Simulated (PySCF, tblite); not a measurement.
# C3H8O2SSi: dynamics, then NMR shifts on frames, part 1 of 2

Aim: move C3H8O2SSi (`COC(=O)[SiH2]SC`) away from its starting geometry and see how NMR shifts follow the geometry.

The runs use tblite 0.8.0 and PySCF 2.14.0, with density-fitted response routines of our own; the level of theory stands in each step. All values are computed, except where a source is named. Atoms are numbered from 0 throughout.

### 1 Starting geometry

15 atoms, charge 0, multiplicity 1; geometry from: GFN2-xTB.

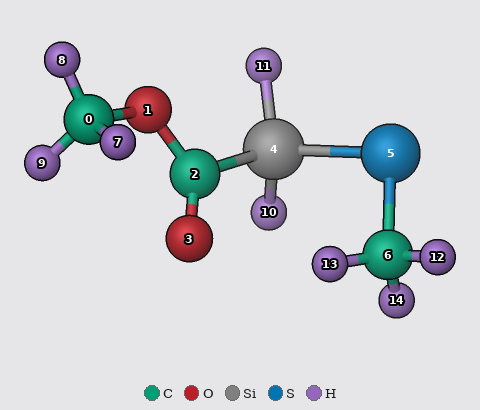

The starting geometry (carbon teal, oxygen red, silicon grey, sulfur blue, hydrogen purple), atoms numbered; sticks join atoms by distance.

### 2 A short Langevin run with GFN2-xTB

What the job is given:

```
{"job": {"kind": "md", "xc": "GFN2-xTB", "basis": "xTB", "temperature": 300, "steps": 2000, "every": 50, "frames": 5}, "charge": 0, "multiplicity": 1}
C      2.483086     1.270608     0.789333
O      1.597258     0.183859     1.041695
C      0.742132    -0.136360     0.070960
O      0.689425     0.443069    -0.988941
Si    -0.416987    -1.568198     0.599064
S     -2.383358    -0.735635     0.734146
C     -2.555827     0.023417    -0.918771
H      1.917649     2.149462     0.473570
H      3.009603     1.462572     1.720084
H      3.186005     1.001668    -0.001474
H     -0.383729    -2.586569    -0.447355
H     -0.087008    -2.012250     1.937691
H     -3.413184     0.685478    -0.868941
H     -1.660311     0.583896    -1.165178
H     -2.729166    -0.757029    -1.652485
```

Method: GFN2-xTB Langevin dynamics, gas phase.

Command:

```bash
OMP_NUM_THREADS=1 python probes_run.py task.json out
```

This one command runs all jobs of the session in turn.

Standard output:

```text
t/fs     T/K      E/eV
    0.0   239.3   -642.82599
   25.0    99.1   -642.38040
   50.0   230.2   -642.53117
   75.0   195.4   -642.41606
  100.0   214.5   -642.52300
  125.0   222.8   -642.60053
  150.0   255.6   -642.45912
  175.0   220.4   -642.43087
  200.0   285.1   -642.46156
  225.0   228.9   -642.50804
  250.0   200.7   -642.48093
  275.0   207.6   -642.37866
  300.0   208.4   -642.47063
  325.0   318.4   -642.52929
  350.0   341.0   -642.33933
  375.0   266.3   -642.31336
  400.0   309.7   -642.27876
  425.0   383.9   -642.27616
  450.0   302.9   -642.20797
  475.0   282.2   -642.20977
  500.0   318.5   -642.37732
  525.0   378.0   -642.56161
  550.0   292.5   -642.37283
  575.0   445.5   -642.60332
  600.0   271.8   -642.37158
  625.0   350.6   -642.25708
  650.0   413.2   -642.33878
  675.0   333.1   -642.26557
  700.0   386.9   -642.27139
  725.0   421.9   -642.42550
  750.0   405.9   -642.25502
  775.0   360.6   -642.17778
  800.0   374.3   -642.10581
  825.0   362.1   -642.10260
  850.0   397.7   -642.13603
  875.0   248.2   -642.17463
  900.0   322.0   -642.19883
  925.0   373.6   -642.14779
  950.0   428.8   -642.26557
  975.0   302.0   -642.20263
 1000.0   345.5   -642.48548
```

It took 22 s on 1 thread of Arm Neoverse N1, shared host; peak memory 0.18 GiB.

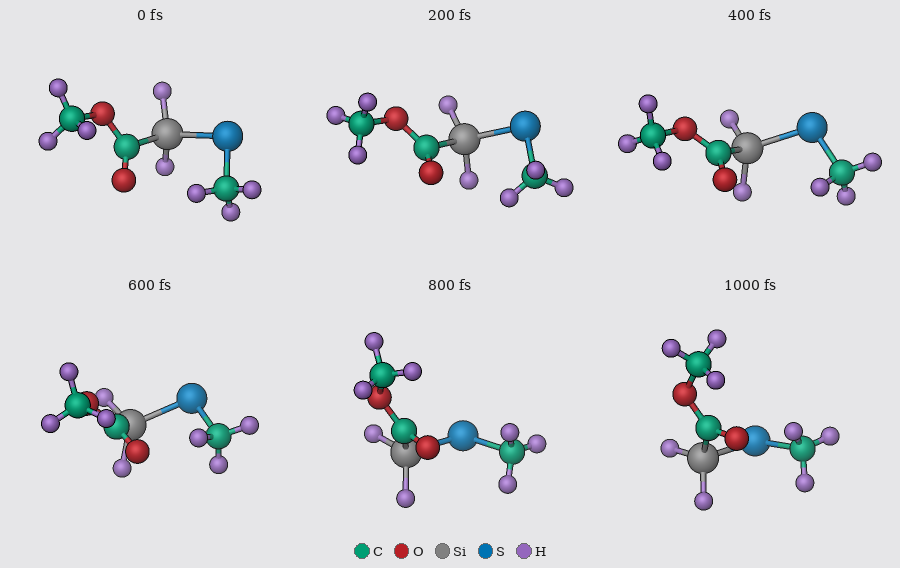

Frames of the run.

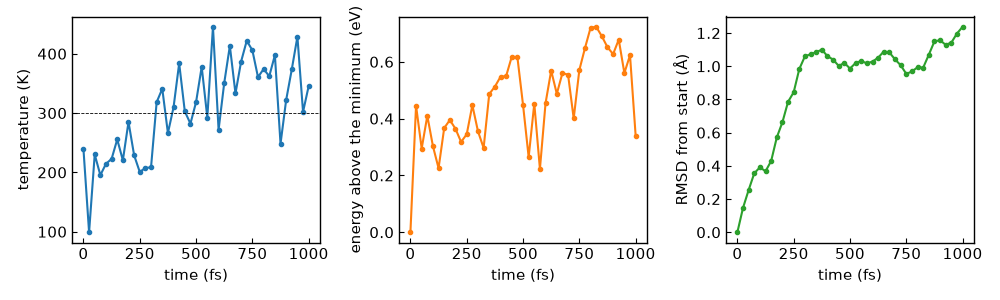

Temperature, potential energy and distance from the start.

Positions (Å) and forces (eV/Å) at 1000 fs:

```xyz
15

C     0.886    1.878    2.369    0.319    0.172    0.909
O     1.286    0.936    1.373   -0.204    0.112    0.419
C     0.435    0.746    0.380   -0.912    0.250   -0.298
O    -0.539    1.453    0.143    0.765   -0.433    0.324
Si    0.602   -0.879   -0.600    0.309   -0.427    0.042
S    -0.907   -2.221    0.105   -0.781    0.234    0.134
C    -2.498   -1.197    0.021    1.415   -0.515   -0.105
H     1.778    2.369    2.788   -0.065   -0.203   -0.338
H     0.244    2.657    1.926   -0.040   -0.477    0.273
H     0.421    1.319    3.229    0.033    0.550   -0.940
H     0.415   -0.424   -1.955   -0.144   -0.038   -0.410
H     1.740   -1.776   -0.402   -0.017    0.358    0.070
H    -2.209   -0.278    0.543   -0.614   -0.142   -0.634
H    -2.684   -1.179   -1.050   -0.127    0.675    0.262
H    -3.297   -1.732    0.505    0.062   -0.115    0.290
```

### 3 NMR shieldings: 250 fs, PBE0/pcSseg-1

What the job is given:

```
{"job": {"kind": "nmr", "xc": "PBE0", "basis": "pcSseg-1", "pop": false}, "charge": 0, "multiplicity": 1}
C      2.510600     1.120100     0.308800
O      1.735000    -0.012800     0.536600
C      0.551900     0.042200    -0.035500
O      0.170200     0.856500    -0.870800
Si    -0.576200    -1.477300     0.363400
S     -2.466900    -0.837000     1.009700
C     -3.168800     0.032600    -0.459700
H      2.419200     1.847200     1.114100
H      3.586600     0.804300     0.254500
H      2.180200     1.590300    -0.588800
H     -0.755500    -2.298100    -0.809800
H      0.095000    -2.274100     1.390300
H     -3.795000    -0.684000    -1.033300
H     -3.670700     0.912400    -0.130600
H     -2.422300     0.452500    -1.159300
```

With the program's defaults for keys left out, this is: GIAO PBE0/pcSseg-1 NMR shielding, non-relativistic, gas phase.

Standard output:

```text
coarse grid: 13640 points
cycle   1  E = -956.4602614615  dE =  8.603e-01  |g| = 8.360e-01  |ddm| = 3.457e+00
cycle   2  E = -956.0620739206  dE =  3.982e-01  |g| = 1.658e+00  |ddm| = 1.583e+00
cycle   3  E = -956.5776550386  dE = -5.156e-01  |g| = 2.940e-01  |ddm| = 1.209e+00
cycle   4  E = -956.5925948327  dE = -1.494e-02  |g| = 9.778e-02  |ddm| = 2.359e-01
cycle   5  E = -956.5941953766  dE = -1.601e-03  |g| = 1.542e-02  |ddm| = 5.698e-02
cycle   6  E = -956.5942464985  dE = -5.112e-05  |g| = 4.596e-03  |ddm| = 1.896e-02
cycle   7  E = -956.5942511468  dE = -4.648e-06  |g| = 9.718e-04  |ddm| = 5.457e-03
final grid: 122688 points
cycle   8  E = -956.6571108982  dE = -1.389e-05  |g| = 1.329e-02  |ddm| = 2.256e-02
cycle   9  E = -956.6570607023  dE =  5.020e-05  |g| = 2.110e-02  |ddm| = 1.956e-02
cycle  10  E = -956.6571420965  dE = -8.139e-05  |g| = 3.387e-03  |ddm| = 1.275e-02
cycle  11  E = -956.6571441775  dE = -2.081e-06  |g| = 4.215e-04  |ddm| = 2.092e-03
cycle  12  E = -956.6571442090  dE = -3.158e-08  |g| = 1.324e-04  |ddm| = 3.650e-04
cycle  13  E = -956.6571442127  dE = -3.717e-09  |g| = 3.233e-05  |ddm| = 1.185e-04
cycle  14  E = -956.6571442130  dE = -2.553e-10  |g| = 9.991e-06  |ddm| = 4.074e-05
converged SCF energy = -956.6571442130

GIAO shielding tensors (ppm)
atom      isotropic    diamagn.    paramagn.     s11        s22        s33       span
  0 C      141.301     245.118    -103.817    102.586    139.113    182.204     79.618
  1 O      127.504     400.158    -272.653    -82.193    200.422    264.284    346.477
  2 C       -8.035     257.987    -266.022   -110.453     11.977     74.370    184.823
  3 O     -174.839     403.437    -578.276   -582.979   -231.317    289.779    872.759
  4 Si     401.510     880.190    -478.680    374.158    395.548    434.826     60.668
  5 S      729.124    1057.892    -328.768    618.477    656.659    912.237    293.761
  6 C      172.087     250.891     -78.804    157.113    160.079    199.070     41.957
  7 H       28.657      28.833      -0.176     24.136     26.665     35.171     11.035
  8 H       27.724      26.665       1.059     23.392     26.170     33.611     10.219
  9 H       26.355      29.803      -3.448     21.583     26.911     30.570      8.986
 10 H       27.008      29.695      -2.687     23.251     25.438     32.335      9.083
 11 H       27.023      28.851      -1.829     22.970     25.889     32.208      9.238
 12 H       28.761      27.546       1.215     22.701     26.234     37.349     14.648
 13 H       29.947      29.681       0.266     24.500     27.055     38.287     13.788
 14 H       28.403      32.000      -3.597     21.953     28.057     35.200     13.247
```

Run time: 39 s. Hardware: 1 thread of Arm Neoverse N1, shared host; peak memory 0.78 GiB.

The references, computed at this level on geometries of the same kind, shield at (ppm): ¹H TMS 31.72, ¹³C TMS 186.9, ²⁹Si TMS 349.2, ¹⁷O H2O 336.1, ³³S CS2 504. Their shielding less the atom's gives the shift. The references are single molecules in the gas phase, so shifts against H2O, NH3, PH3, H3PO4 or CFCl3 are not on the usual liquid scales and can be off by tens of ppm. Each atom is listed at this fixed geometry, with no averaging over motion; a spectrum would average atoms that exchange fast.

```tsv
atoms	environment	σ (ppm)	δ (ppm)
C2	carbonyl carbon	-8.0	195.0
C0	methyl carbon bonded to O	141.3	45.6
C6	methyl carbon bonded to S	172.1	14.8
H9	hydrogen on a methyl carbon bonded to O	26.35	5.36
H10	hydrogen on a silicon bonded to C, S	27.01	4.71
H11	hydrogen on a silicon bonded to C, S	27.02	4.69
H8	hydrogen on a methyl carbon bonded to O	27.72	3.99
H14	hydrogen on a methyl carbon bonded to S	28.40	3.31
H7	hydrogen on a methyl carbon bonded to O	28.66	3.06
H12	hydrogen on a methyl carbon bonded to S	28.76	2.96
H13	hydrogen on a methyl carbon bonded to S	29.95	1.77
O3	ester carbonyl oxygen	-174.8	510.9
O1	ester alkoxy oxygen	127.5	208.6
Si4	silicon bonded to C, S, 2 H	401.5	-52.4
S5	sulfur bonded to C, Si	729	-225
```

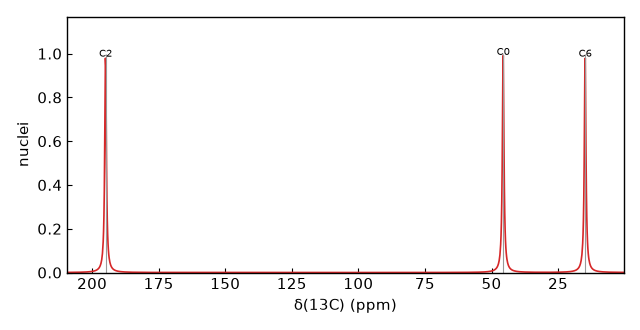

¹³C lines at the computed shifts, without couplings. Lines are broadened to a width of 0.72 ppm (Lorentzian).

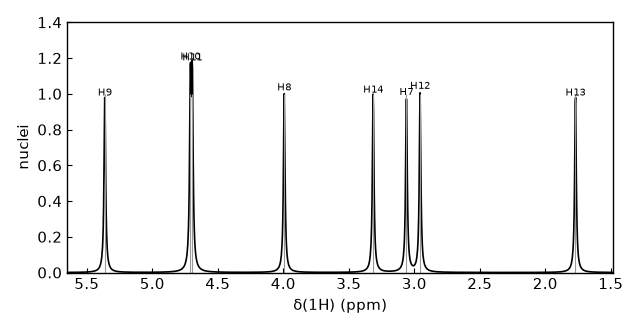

¹H lines at the computed shifts, without couplings. Lines are broadened to a width of 0.01 ppm (Lorentzian).

### 4 Nuclear shieldings: 425 fs, PBE0/pcSseg-1

What the job is given:

```
{"job": {"kind": "nmr", "xc": "PBE0", "basis": "pcSseg-1", "pop": false}, "charge": 0, "multiplicity": 1}
C      2.500800     1.448600     0.555400
O      1.687800     0.280100     0.697600
C      0.496900     0.245200     0.057300
O      0.132800     1.083800    -0.760200
Si    -0.309900    -1.512100     0.320100
S     -2.216000    -1.532700     1.214800
C     -3.286500    -0.788500    -0.106600
H      2.633300     2.007400     1.518300
H      3.375400     1.034300     0.058400
H      1.944000     2.065200    -0.138700
H     -0.314000    -2.108000    -0.960400
H      0.425700    -1.987000     1.468100
H     -3.510500    -1.532300    -0.888500
H     -4.096400    -0.538400     0.445400
H     -2.818900     0.016000    -0.662500
```

Level: GIAO PBE0/pcSseg-1 NMR shielding, non-relativistic, gas phase.

Standard output:

```text
coarse grid: 13640 points
cycle   1  E = -956.4397221171  dE =  7.925e-01  |g| = 8.535e-01  |ddm| = 3.460e+00
cycle   2  E = -956.0468237401  dE =  3.929e-01  |g| = 1.663e+00  |ddm| = 1.604e+00
cycle   3  E = -956.5627281266  dE = -5.159e-01  |g| = 3.024e-01  |ddm| = 1.205e+00
cycle   4  E = -956.5786338730  dE = -1.591e-02  |g| = 1.035e-01  |ddm| = 2.461e-01
cycle   5  E = -956.5804308613  dE = -1.797e-03  |g| = 1.766e-02  |ddm| = 6.169e-02
cycle   6  E = -956.5804998394  dE = -6.898e-05  |g| = 5.021e-03  |ddm| = 2.101e-02
cycle   7  E = -956.5805054549  dE = -5.616e-06  |g| = 1.173e-03  |ddm| = 5.870e-03
final grid: 122688 points
cycle   8  E = -956.6439568699  dE = -1.063e-05  |g| = 1.422e-02  |ddm| = 2.291e-02
cycle   9  E = -956.6438993142  dE =  5.756e-05  |g| = 2.259e-02  |ddm| = 2.089e-02
cycle  10  E = -956.6439931750  dE = -9.386e-05  |g| = 3.132e-03  |ddm| = 1.350e-02
cycle  11  E = -956.6439949664  dE = -1.791e-06  |g| = 4.707e-04  |ddm| = 1.957e-03
cycle  12  E = -956.6439950055  dE = -3.910e-08  |g| = 1.531e-04  |ddm| = 3.993e-04
cycle  13  E = -956.6439950104  dE = -4.912e-09  |g| = 3.393e-05  |ddm| = 1.356e-04
cycle  14  E = -956.6439950107  dE = -3.015e-10  |g| = 9.906e-06  |ddm| = 4.447e-05
converged SCF energy = -956.6439950107

GIAO shielding tensors (ppm)
atom      isotropic    diamagn.    paramagn.     s11        s22        s33       span
  0 C      137.996     250.181    -112.185     95.251    138.827    179.910     84.659
  1 O      101.340     402.379    -301.039   -113.632    182.717    234.936    348.568
  2 C       -7.640     257.337    -264.977   -114.308     22.085     69.302    183.610
  3 O     -166.783     403.012    -569.795   -540.834   -260.796    301.282    842.116
  4 Si     393.872     880.195    -486.323    349.355    390.711    441.550     92.194
  5 S      704.444    1058.628    -354.184    591.421    652.956    868.956    277.535
  6 C      174.810     249.247     -74.437    154.187    171.488    198.756     44.569
  7 H       27.654      27.772      -0.119     23.484     25.979     33.497     10.013
  8 H       28.193      28.689      -0.495     22.905     27.060     34.614     11.709
  9 H       25.748      30.440      -4.692     21.340     26.756     29.149      7.810
 10 H       27.294      30.241      -2.947     23.326     26.039     32.518      9.192
 11 H       26.807      29.701      -2.895     22.151     25.933     32.336     10.186
 12 H       29.380      28.119       1.261     24.126     26.957     37.057     12.931
 13 H       31.235      30.718       0.517     24.427     28.673     40.605     16.177
 14 H       29.401      31.695      -2.295     23.071     28.759     36.372     13.302
```

It took 38 s on 1 thread of Arm Neoverse N1, shared host; peak memory 0.8 GiB.

In short: δ C2 194.6, C0 48.9, C6 12.1, O3 502.9, H9 5.97, H11 4.91 ppm.

(Continued in part 2 of 2.)
